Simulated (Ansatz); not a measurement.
Density of states of Li₂Ca (Fd-3m, 6 atoms in the cell).

```xyz
6
Lattice="0.0000 4.3399 4.3399 4.3399 0.0000 4.3399 4.3399 4.3399 0.0000" Properties=species:S:1:pos:R:3 pbc="T T T"
Li     5.4249     5.4249     5.4249
Li     5.4249     3.2549     3.2549
Li     3.2549     3.2549     5.4249
Li     3.2549     5.4249     3.2549
Ca     0.0000     0.0000     0.0000
Ca     2.1699     2.1699     2.1699
```

Method: LDA (PW92), default PAW files made with PBE (plane waves; Ansatz, a quantum-chemistry and plane-wave program).

SCF settings: kpoints.mp_grid.grid = 9 9 9; hamiltonian.xc = lda; hamiltonian.pseudopotentials = {kind: paw} (the program's default PAW files); scf.occupations.method = gaussian; scf.occupations.width = 0.2 eV. Keys of the DOS step: output.dos.nscf_kmesh.grid = 14 14 14; output.dos.method = {smearing: {sigma: 0.1}} eV.

The starting cell comes from a database of published, mostly measured structures (it also holds non-ambient and calculated ones), without a prior relaxation at this level. Its lattice was rescaled by a random factor within 2.5 % of one.

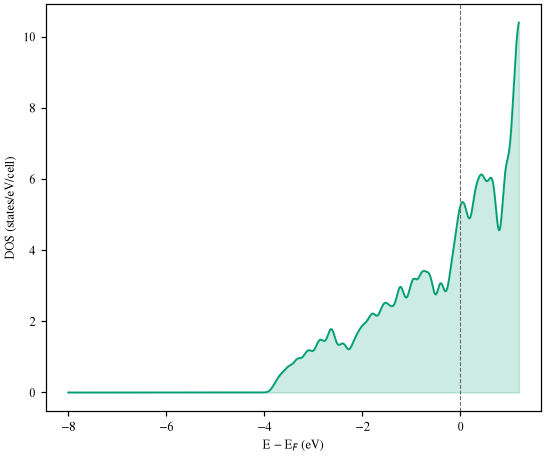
Figure. Total density of states, both spins summed.

Total DOS (both spins), as means of the tabulated values in each energy bin; the zero is the program's Fermi level or highest filled level, and the curve is cut to this window:

```
E (eV) | states/eV/cell
    -7.75 |  0.00
    -7.25 |  0.00
    -6.75 |  0.00
    -6.25 |  0.00
    -5.75 |  0.00
    -5.25 |  0.00
    -4.75 |  0.00
    -4.25 |  0.00
    -3.75 | ## 0.34
    -3.25 | ##### 0.99
    -2.75 | ######## 1.50
    -2.25 | ######## 1.44
    -1.75 | ############ 2.20
    -1.25 | ############## 2.69
    -0.75 | ################# 3.22
    -0.25 | ################### 3.55
     0.25 | ############################# 5.51
     0.75 | ############################## 5.69
```

Around zero the curve holds about 4.9 states/eV/cell.

Keys are those of Ansatz 0.2.
